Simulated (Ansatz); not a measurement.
# Run report: Si2N3H9, geometry relaxation (part 1 of 2)

System: Si2N3H9.
Method: RKS PBE/STO-3G (Ansatz 0.2.0).

It belongs to a series of runs on one base structure; here: start relaxed. Figures and captions count atoms from 1; the log counts them from 0 in places.

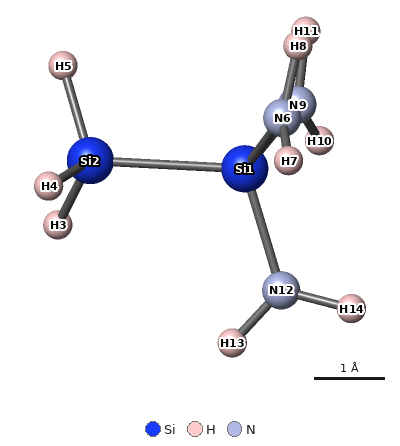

The starting structure (ball-and-stick view, seen on its broad side; atoms are numbered from 1 in the order of the input). Bond lengths as drawn: H–N 1.06 Å, H–Si 1.46 Å, N–Si 1.82 Å and Si–Si 2.22 Å.

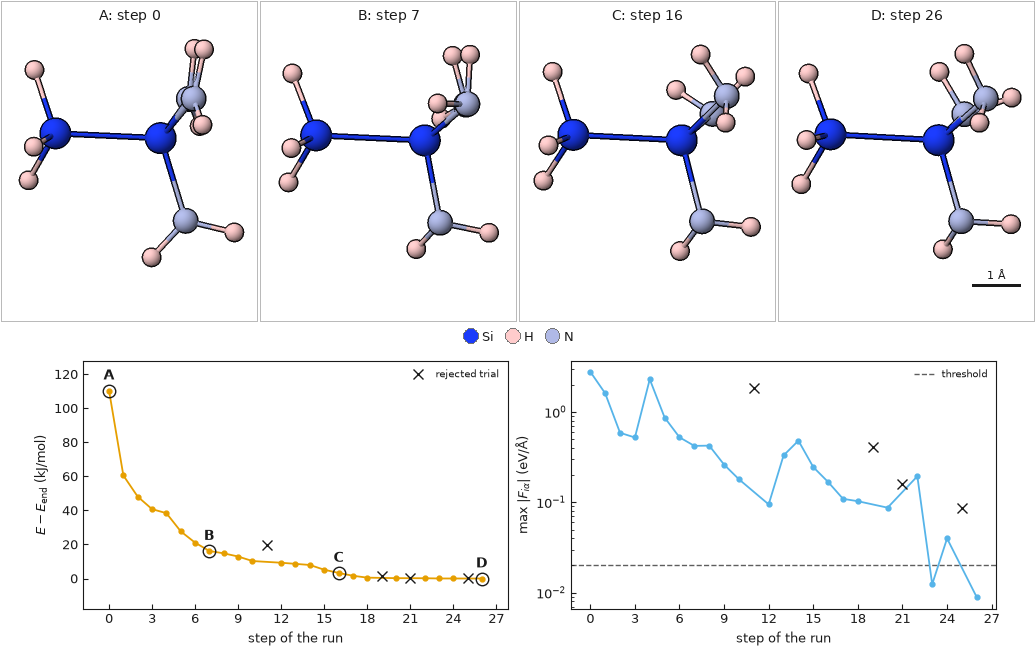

Frames of the relaxation (ball-and-stick view, seen on its broad side) above the curves, on which the letters mark them (the first geometry is step 0 here and step 1 in the log).

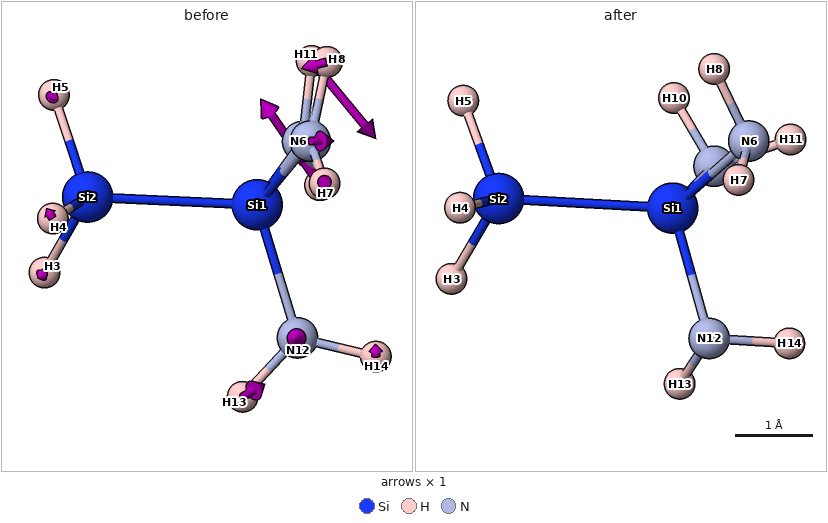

Before (left) and after (right) the relaxation, at one scale (ball-and-stick view, seen on its broad side). The pink arrows give the displacements, at true length. Over 26 geometry steps the energy falls by 110.4 kJ/mol. Largest force component: 2.8 eV/Å at the start, 0.0089 eV/Å at the end. The line search rejected the trial steps at points 11, 19, 21, 25 (counted from 0) and went back. H10 moves most after the best rigid fit: 1.47 Å. By element the largest moves are H 1.47 Å, N 0.39 Å, Si 0.05 Å. Distances before and after: Si1–Si2 2.220 → 2.280 Å, Si1–N12 1.819 → 1.799 Å, Si1–N6 1.820 → 1.807 Å, Si2–H3 1.460 → 1.456 Å. Among the angles that change: H10–N9–H11 120.0° → 102.1°, Si1–N9–H11 120.0° → 107.0°, Si1–N9–H10 120.0° → 108.5°. (Atoms are counted from 1 in the order of the input.)

The input and output of the run follow.

### Input
```yaml
crystal:
  periodic: [false, false, false]
  atoms:
    - { symbol: Si, position_ang: [0.0, 0.0, 0.0] }
    - { symbol: Si, position_ang: [0.0, 0.0, 2.22] }
    - { symbol: H, position_ang: [-1.3148, -0.4067, 2.7074] }
    - { symbol: H, position_ang: [1.0096, -0.9353, 2.7074] }
    - { symbol: H, position_ang: [0.3052, 1.342, 2.7074] }
    - { symbol: "N", position_ang: [1.7163, 0.0, -0.6061] }
    - { symbol: H, position_ang: [2.2145, -0.918, -0.7868] }
    - { symbol: H, position_ang: [2.2175, 0.918, -0.7783] }
    - { symbol: "N", position_ang: [-0.8572, 1.4851, -0.6061] }
    - { symbol: H, position_ang: [-1.8773, 1.43, -0.8888] }
    - { symbol: H, position_ang: [-0.3367, 2.4058, -0.6766] }
    - { symbol: "N", position_ang: [-0.8572, -1.4851, -0.6061] }
    - { symbol: H, position_ang: [-1.3922, -2.1014, 0.0704] }
    - { symbol: H, position_ang: [-0.8219, -1.7344, -1.6357] }
basis:
  gaussian: { orbitals: STO-3G }
hamiltonian:
  xc: pbe
relax:
  f_tol: 0.02
  max_steps: 40
```

Command:
```bash
ansatz run input.yaml --threads 1 --pin off --max-ram 2048MiB --backend cpu --events-out ev --progress --plain --runs-dir out
```

### Output
```
The last accepted step is kept in [file] (removed where the run ends without a failure and the disk answers)
Engine: ansatz 0.2.0, aarch64-unknown-linux-gnu
Functional definition: PBE
  parameter kappa = 0.804
  parameter beta = 0.06672455060314922
  exchange = pbe_x(kappa = kappa, mu = beta*pi^2/3)
  correlation = pbe_c(beta = beta)
574 factors; integrals over basis functions are off by at most 1.1e-5 eV
mean field evaluation 1: about -20109.9453 eV, gradient 4.1e1 eV
mean field evaluation 2: about -20103.8633 eV, gradient 6.1e1 eV
mean field evaluation 4: about -20115.1161 eV, gradient 9.8e-1 eV
mean field evaluation 8: about -20115.0109 eV, gradient 2.8e-2 eV
mean field -20115.01085482 eV, -739.2130144707 hartree, gradient 3.7e-5 eV, S^2 0.000000; 0 other end points of the search recorded, 0 dependent functions left out
the calculation of the forces begins
reference -20115.01088589 eV, -739.2130156125 hartree; 29, 29 occupied and 13, 13 virtual orbitals, 574 factors
relax step   1: F+E_penalty+E_count = -20115.01085482 eV  Δ(F+E_penalty+E_count) = +0.000e0 eV  max|allowed force component| = 2.786e0 eV/Å  Δτ_max = 0.0000 Å  (22 SCF iters, accepted)
these checks for a lower state are left out or cut short: starts, cluster_reference, orbital_swaps, neighbouring_geometries, increment
574 factors; integrals over basis functions are off by at most 1.7e-5 eV
mean field evaluation 16: about -20115.6233 eV, gradient 2.2e-1 eV
mean field -20115.52776505 eV, -739.2320105713 hartree, gradient 2.6e-5 eV, S^2 0.000000; 0 other end points of the search recorded, 0 dependent functions left out
[... from here on the field's lines of each further geometry are left out, up to the last ...]
relax step   2: F+E_penalty+E_count = -20115.52776505 eV  Δ(F+E_penalty+E_count) = -5.169e-1 eV  max|allowed force component| = 1.610e0 eV/Å  Δτ_max = 0.1924 Å  (23 SCF iters, accepted)
relax step   3: F+E_penalty+E_count = -20115.65650959 eV  Δ(F+E_penalty+E_count) = -1.287e-1 eV  max|allowed force component| = 5.885e-1 eV/Å  Δτ_max = 0.1712 Å  (24 SCF iters, accepted)
relax step   4: F+E_penalty+E_count = -20115.73257644 eV  Δ(F+E_penalty+E_count) = -7.607e-2 eV  max|allowed force component| = 5.218e-1 eV/Å  Δτ_max = 0.2000 Å  (30 SCF iters, accepted)
relax step   5: F+E_penalty+E_count = -20115.75714024 eV  Δ(F+E_penalty+E_count) = -2.456e-2 eV  max|allowed force component| = 2.300e0 eV/Å  Δτ_max = 0.1952 Å  (30 SCF iters, accepted)
relax step   6: F+E_penalty+E_count = -20115.86777447 eV  Δ(F+E_penalty+E_count) = -1.106e-1 eV  max|allowed force component| = 8.677e-1 eV/Å  Δτ_max = 0.0820 Å  (25 SCF iters, accepted)
relax step   7: F+E_penalty+E_count = -20115.93659174 eV  Δ(F+E_penalty+E_count) = -6.882e-2 eV  max|allowed force component| = 5.244e-1 eV/Å  Δτ_max = 0.1481 Å  (30 SCF iters, accepted)
relax step   8: F+E_penalty+E_count = -20115.98733429 eV  Δ(F+E_penalty+E_count) = -5.074e-2 eV  max|allowed force component| = 4.214e-1 eV/Å  Δτ_max = 0.2000 Å  (25 SCF iters, accepted)
relax step   9: F+E_penalty+E_count = -20116.00165096 eV  Δ(F+E_penalty+E_count) = -1.432e-2 eV  max|allowed force component| = 4.241e-1 eV/Å  Δτ_max = 0.0818 Å  (25 SCF iters, accepted)
relax step  10: F+E_penalty+E_count = -20116.02098249 eV  Δ(F+E_penalty+E_count) = -1.933e-2 eV  max|allowed force component| = 2.613e-1 eV/Å  Δτ_max = 0.2000 Å  (24 SCF iters, accepted)
relax step  11: F+E_penalty+E_count = -20116.04848316 eV  Δ(F+E_penalty+E_count) = -2.750e-2 eV  max|allowed force component| = 1.799e-1 eV/Å  Δτ_max = 0.2000 Å  (24 SCF iters, accepted)
relax step  12: F+E_penalty+E_count = -20115.95235163 eV  Δ(F+E_penalty+E_count) = +9.613e-2 eV  max|allowed force component| = 1.827e0 eV/Å  Δτ_max = 0.1920 Å  (24 SCF iters, rejected (line search))
relax step  13: F+E_penalty+E_count = -20116.05880205 eV  Δ(F+E_penalty+E_count) = -1.032e-2 eV  max|allowed force component| = 9.486e-2 eV/Å  Δτ_max = 0.0960 Å  (24 SCF iters, accepted)
relax step  14: F+E_penalty+E_count = -20116.06566050 eV  Δ(F+E_penalty+E_count) = -6.858e-3 eV  max|allowed force component| = 3.301e-1 eV/Å  Δτ_max = 0.0976 Å  (24 SCF iters, accepted)
relax step  15: F+E_penalty+E_count = -20116.07249636 eV  Δ(F+E_penalty+E_count) = -6.836e-3 eV  max|allowed force component| = 4.814e-1 eV/Å  Δτ_max = 0.1093 Å  (24 SCF iters, accepted)
relax step  16: F+E_penalty+E_count = -20116.10124387 eV  Δ(F+E_penalty+E_count) = -2.875e-2 eV  max|allowed force component| = 2.454e-1 eV/Å  Δτ_max = 0.2000 Å  (25 SCF iters, accepted)
relax step  17: F+E_penalty+E_count = -20116.12087328 eV  Δ(F+E_penalty+E_count) = -1.963e-2 eV  max|allowed force component| = 1.678e-1 eV/Å  Δτ_max = 0.2000 Å  (25 SCF iters, accepted)
relax step  18: F+E_penalty+E_count = -20116.13803636 eV  Δ(F+E_penalty+E_count) = -1.716e-2 eV  max|allowed force component| = 1.093e-1 eV/Å  Δτ_max = 0.2000 Å  (25 SCF iters, accepted)
relax step  19: F+E_penalty+E_count = -20116.14955311 eV  Δ(F+E_penalty+E_count) = -1.152e-2 eV  max|allowed force component| = 1.029e-1 eV/Å  Δτ_max = 0.1681 Å  (24 SCF iters, accepted)
relax step  20: F+E_penalty+E_count = -20116.13823987 eV  Δ(F+E_penalty+E_count) = +1.131e-2 eV  max|allowed force component| = 4.079e-1 eV/Å  Δτ_max = 0.1275 Å  (24 SCF iters, rejected (line search))
relax step  21: F+E_penalty+E_count = -20116.15268768 eV  Δ(F+E_penalty+E_count) = -3.135e-3 eV  max|allowed force component| = 8.724e-2 eV/Å  Δτ_max = 0.0622 Å  (25 SCF iters, accepted)
relax step  22: F+E_penalty+E_count = -20116.15128252 eV  Δ(F+E_penalty+E_count) = +1.405e-3 eV  max|allowed force component| = 1.585e-1 eV/Å  Δτ_max = 0.0937 Å  (24 SCF iters, rejected (line search))
relax step  23: F+E_penalty+E_count = -20116.15317159 eV  Δ(F+E_penalty+E_count) = -4.839e-4 eV  max|allowed force component| = 1.943e-1 eV/Å  Δτ_max = 0.0458 Å  (25 SCF iters, accepted)
relax step  24: F+E_penalty+E_count = -20116.15463147 eV  Δ(F+E_penalty+E_count) = -1.460e-3 eV  max|allowed force component| = 1.239e-2 eV/Å  Δτ_max = 0.0312 Å  (25 SCF iters, accepted)
relax step  25: F+E_penalty+E_count = -20116.15474602 eV  Δ(F+E_penalty+E_count) = -1.145e-4 eV  max|allowed force component| = 3.981e-2 eV/Å  Δτ_max = 0.0328 Å  (25 SCF iters, accepted)
relax step  26: F+E_penalty+E_count = -20116.15385502 eV  Δ(F+E_penalty+E_count) = +8.910e-4 eV  max|allowed force component| = 8.639e-2 eV/Å  Δτ_max = 0.0095 Å  (26 SCF iters, rejected (line search))
the calculation of the forces begins
reference -20116.15487400 eV, -739.2550564002 hartree; 29, 29 occupied and 13, 13 virtual orbitals, 577 factors
relax step  27: F+E_penalty+E_count = -20116.15484625 eV  Δ(F+E_penalty+E_count) = -1.002e-4 eV  max|allowed force component| = 8.884e-3 eV/Å  Δτ_max = 0.0046 Å  (20 SCF iters, accepted)
577 factors; integrals over basis functions are off by at most 3.5e-5 eV
mean field -20116.15484625 eV, -739.2550553800 hartree, gradient 1.1e-5 eV, S^2 0.000000; 1 other end points of the search recorded, 0 dependent functions left out
the calculation of the forces begins
reference -20116.15487400 eV, -739.2550564002 hartree; 29, 29 occupied and 13, 13 virtual orbitals, 577 factors
Total energy: -20116.15487400 eV, -739.2550564002 hartree
Atom 0 at    -0.007991    -0.038185    -0.022116 Å, force     0.001260    -0.008884     0.003620 eV/Å
Atom 1 at    -0.063607    -0.031706     2.257056 Å, force    -0.001592     0.000131    -0.005211 eV/Å
Atom 2 at    -1.317270    -0.568209     2.767264 Å, force     0.000635    -0.000957     0.002955 eV/Å
Atom 3 at     1.021199    -0.826047     2.814437 Å, force     0.001208    -0.000108     0.000311 eV/Å
Atom 4 at     0.081872     1.321048     2.776393 Å, force    -0.001411     0.001000     0.000892 eV/Å
Atom 5 at     1.560285     0.147882    -0.901131 Å, force    -0.000282     0.002202    -0.001419 eV/Å
Atom 6 at     2.103877    -0.756352    -0.757123 Å, force     0.000387     0.000198     0.001124 eV/Å
Atom 7 at     2.164997     0.852535    -0.380113 Å, force     0.001918    -0.001900     0.000042 eV/Å
Atom 8 at    -1.115751     1.263179    -0.600607 Å, force    -0.003372     0.003104    -0.001276 eV/Å
Atom 9 at    -0.929297     2.142683    -0.032331 Å, force     0.001191    -0.002306    -0.005649 eV/Å
Atom 10 at    -0.782145     1.548721    -1.569959 Å, force    -0.000476     0.003372     0.004069 eV/Å
Atom 11 at    -0.531714    -1.661961    -0.592169 Å, force    -0.005259     0.003942    -0.003680 eV/Å
Atom 12 at    -1.540582    -1.796316    -0.281909 Å, force     0.004223     0.000628     0.000973 eV/Å
Atom 13 at    -0.638073    -1.597270    -1.649593 Å, force     0.001570    -0.000423     0.003251 eV/Å
Dipole moment:     0.161842     0.236050     0.127559 e Å
```

### Trajectory as extended XYZ (Å, eV, eV/Å), 27 frames, from step=1 to step=27
```
14
Properties=species:S:1:pos:R:3:forces:R:3 step=1 energy=-20115.01086
Si    0.0000    0.0000    0.0000   -0.1872  -0.3585  -2.7858
Si    0.0000    0.0000    2.2200   -0.1237  -0.2261   0.7187
H    -1.3148   -0.4067    2.7074    0.1479   0.0510   0.2236
H     1.0096   -0.9353    2.7074   -0.1303   0.1086   0.2039
H     0.3052    1.3420    2.7074   -0.0317  -0.1741   0.1054
N     1.7163    0.0000   -0.6061   -1.7941   0.2287   0.3737
H     2.2145   -0.9180   -0.7868   -0.1162   1.2731   0.0432
H     2.2175    0.9180   -0.7783   -0.0259  -1.2726  -0.0690
N    -0.8572    1.4851   -0.6061    1.0955  -1.3658   0.4083
H    -1.8773    1.4300   -0.8888    1.1423   0.5543   0.1338
H    -0.3367    2.4058   -0.6766   -1.0691  -0.6541  -0.1734
N    -0.8572   -1.4851   -0.6061    1.0523   1.7417   0.8089
H    -1.3922   -2.1014    0.0704    0.4227   0.2754  -1.1627
H    -0.8219   -1.7344   -1.6357   -0.3824  -0.1816   1.1715
14
Properties=species:S:1:pos:R:3:forces:R:3 step=2 energy=-20115.52776
Si    0.0149    0.0236    0.0058   -0.0754  -0.1809  -1.6098
Si   -0.0423   -0.0750    2.2922    0.0623   0.0888   0.3937
H    -1.3229   -0.4571    2.8824   -0.0013   0.0090  -0.1882
H     0.9408   -0.9815    2.8786   -0.0060   0.0058  -0.1407
H     0.2650    1.2417    2.8343    0.0013   0.0018   0.0172
N     1.6468    0.0517   -0.6976   -1.1301   0.0785   0.5278
H     2.1806   -0.8257   -0.8558    0.1572   0.2741   0.0442
H     2.1437    0.9311   -0.9555    0.0015  -0.3848  -0.0146
N    -0.7742    1.4577   -0.6859    0.5466  -0.9224   0.5425
H    -1.7560    1.4261   -1.0276    0.2158   0.2186   0.0777
H    -0.3014    2.3794   -0.7788   -0.2825  -0.0755  -0.0765
N    -0.8100   -1.4284   -0.5633    0.6538   1.0337   0.4333
H    -1.3307   -2.0643    0.0726    0.0104  -0.0405  -0.2865
H    -0.8484   -1.6794   -1.5733   -0.1534  -0.1061   0.2798
14
Properties=species:S:1:pos:R:3:forces:R:3 step=3 energy=-20115.65651
Si    0.0119    0.0075   -0.0463    0.0749   0.1823   0.3444
Si   -0.0302   -0.0603    2.2639   -0.0093  -0.0710  -0.0408
H    -1.3294   -0.4484    2.8080    0.0610  -0.0081  -0.0382
H     0.9530   -0.9813    2.8259   -0.0554  -0.0047  -0.0258
H     0.2748    1.2436    2.8389   -0.0083   0.0002  -0.0335
N     1.6160    0.0466   -0.7007    0.2320  -0.5885  -0.1082
H     2.2383   -0.7976   -0.6971   -0.2370   0.5463   0.0786
H     2.1084    0.9065   -0.9994    0.0670   0.0499  -0.0425
N    -0.7567    1.4264   -0.6833   -0.1092  -0.1665  -0.1580
H    -1.7595    1.4450   -0.9449    0.0329   0.0413   0.0659
H    -0.3100    2.3535   -0.7696    0.0651   0.1663  -0.0004
N    -0.7921   -1.4194   -0.5650    0.0533   0.0163  -0.1124
H    -1.3146   -2.0513    0.0618   -0.1278  -0.1240   0.1054
H    -0.9042   -1.6707   -1.5640   -0.0393  -0.0397  -0.0344
14
Properties=species:S:1:pos:R:3:forces:R:3 step=4 energy=-20115.73258
Si    0.0228    0.0083   -0.0643   -0.0157  -0.0777   0.2955
Si   -0.0256   -0.0773    2.2377   -0.0224  -0.0650  -0.0825
H    -1.3217   -0.4833    2.7597   -0.0756  -0.0054   0.0153
H     0.9442   -1.0054    2.7992    0.0619  -0.0327   0.0047
H     0.2626    1.2221    2.8190    0.0252   0.0909   0.0559
N     1.6116    0.0398   -0.7514    0.3807  -0.3826  -0.1672
H     2.3109   -0.7068   -0.5344   -0.1697   0.2766   0.0487
H     2.0854    0.9126   -1.0523   -0.0146   0.0973   0.0137
N    -0.7317    1.4003   -0.7734   -0.5218   0.0318  -0.3920
H    -1.7742    1.4877   -0.8059    0.3423   0.0150   0.1361
H    -0.2860    2.3356   -0.8084    0.0731   0.1525   0.0901
N    -0.7777   -1.4386   -0.5460   -0.0851  -0.2259   0.0311
H    -1.3754   -2.0043    0.0885    0.0238   0.0777  -0.0131
H    -0.9395   -1.6907   -1.5400   -0.0021   0.0475  -0.0363
14
Properties=species:S:1:pos:R:3:forces:R:3 step=5 energy=-20115.75714
Si    0.0313   -0.0033   -0.0920    0.0045  -0.2546   0.4765
Si   -0.0242   -0.0831    2.2058   -0.0145  -0.0101  -0.0469
H    -1.3238   -0.4973    2.7086   -0.0962  -0.0201   0.0347
H     0.9471   -1.0118    2.7603    0.0755  -0.0458   0.0222
H     0.2522    1.2126    2.8015    0.0288   0.0937   0.0397
N     1.6173    0.0183   -0.8087    1.4326  -1.2660   0.2830
H     2.3798   -0.6158   -0.3760   -1.1038   0.9496  -0.5244
H     2.0674    0.9188   -1.0811   -0.0752   0.1899   0.0728
N    -0.7183    1.3667   -0.8851   -2.3003   0.7147  -0.2520
H    -1.7744    1.5309   -0.6332    1.8138  -0.3223  -0.3038
H    -0.2709    2.3154   -0.8120    0.1667  -0.0731   0.2137
N    -0.7611   -1.4779   -0.5365   -0.2170  -0.3518   0.1972
H    -1.4380   -1.9604    0.1042    0.2544   0.2813  -0.2194
H    -0.9787   -1.7131   -1.5279    0.0304   0.1147   0.0067
14
Properties=species:S:1:pos:R:3:forces:R:3 step=6 energy=-20115.86777
Si    0.0328   -0.0164   -0.1077   -0.0097  -0.0526   0.5283
Si   -0.0242   -0.0809    2.1921    0.0065   0.0061  -0.0362
H    -1.3287   -0.4909    2.6942   -0.0156  -0.0089   0.0237
H     0.9549   -1.0088    2.7408    0.0125  -0.0128   0.0245
H     0.2575    1.2196    2.7823    0.0075   0.0250   0.0085
N     1.6294   -0.0056   -0.8180    0.6787  -0.5848  -0.0287
H     2.3789   -0.5611   -0.3151   -0.4273   0.3181  -0.2090
H     2.0536    0.9095   -1.0896   -0.0777   0.1869   0.0527
N    -0.7397    1.3575   -0.9010   -0.8677   0.3215  -0.3678
H    -1.7395    1.5279   -0.5748    0.4895  -0.1299  -0.0866
H    -0.2681    2.2914   -0.7966    0.1922   0.0182   0.1669
N    -0.7584   -1.4924   -0.5406   -0.0347  -0.2719   0.0199
H    -1.4548   -1.9397    0.0949    0.0469   0.1203  -0.0641
H    -0.9877   -1.7101   -1.5327   -0.0010   0.0648  -0.0320
14
Properties=species:S:1:pos:R:3:forces:R:3 step=7 energy=-20115.93659
Si    0.0500   -0.0334   -0.1003   -0.2351  -0.4177   0.0307
Si    0.0032   -0.0772    2.1959    0.0313   0.1022   0.1246
H    -1.2943   -0.4874    2.7174   -0.0289   0.0085  -0.0590
H     0.9836   -0.9998    2.7513    0.0384  -0.0147  -0.0504
H     0.2886    1.2255    2.7806    0.0018   0.0349  -0.0210
N     1.6500   -0.0709   -0.8903   -0.5244  -0.2864  -0.1569
H     2.3501   -0.4791   -0.2173    0.4201   0.1280   0.1084
H     1.9352    0.9311   -1.0334    0.5117   0.3050   0.0349
N    -0.7451    1.3054   -1.0169    0.1073  -0.2665  -0.0454
H    -1.7161    1.4306   -0.6035   -0.0887   0.2266   0.0814
H    -0.2443    2.1887   -0.7159   -0.1112   0.4829   0.0501
N    -0.7198   -1.5428   -0.5394    0.4277  -0.1228   0.0279
H    -1.5352   -1.8275    0.0473   -0.3233  -0.0151  -0.0505
H    -1.0001   -1.5633   -1.5476   -0.2265  -0.1649  -0.0748
14
Properties=species:S:1:pos:R:3:forces:R:3 step=8 energy=-20115.98733
Si    0.0301   -0.0680   -0.1084    0.0539   0.0197   0.0826
Si    0.0174   -0.0562    2.1820   -0.0678  -0.0318   0.0654
H    -1.2831   -0.4748    2.6896    0.0090   0.0343   0.0275
H     1.0084   -0.9699    2.7369    0.0080   0.0446  -0.0201
H     0.2884    1.2662    2.7277    0.0081   0.0119   0.0101
N     1.6265   -0.0639   -0.9229    0.2769  -0.0269   0.0189
H     2.3427   -0.4988   -0.2701    0.0454  -0.1832   0.0240
H     1.9608    0.9460   -0.9394   -0.0474   0.0600  -0.1005
N    -0.7579    1.3077   -0.9873   -0.3571   0.3225   0.1296
H    -1.6936    1.4817   -0.5089   -0.3593  -0.2356  -0.0548
H    -0.2758    2.1997   -0.6612    0.4214   0.1145  -0.0894
N    -0.7136   -1.6209   -0.5069   -0.1813  -0.2316   0.0517
H    -1.6705   -1.7303   -0.0541    0.2846   0.0558  -0.2767
H    -0.8739   -1.7185   -1.5487   -0.0944   0.0459   0.1315
```
